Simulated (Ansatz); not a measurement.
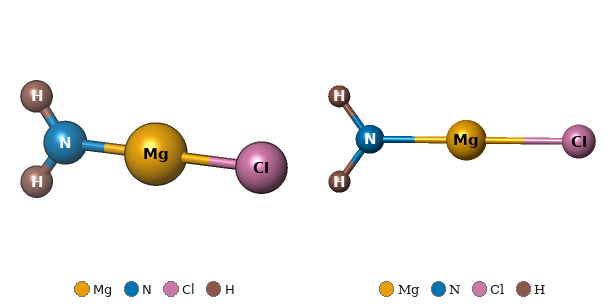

Figure made from data computed with Ansatz.

The same structure drawn twice, from different directions.

Describe the molecule.

The molecule is ClH2MgN. All atoms lie on one plane. Coordination: 1 Mg linear; 1 N trigonal planar.
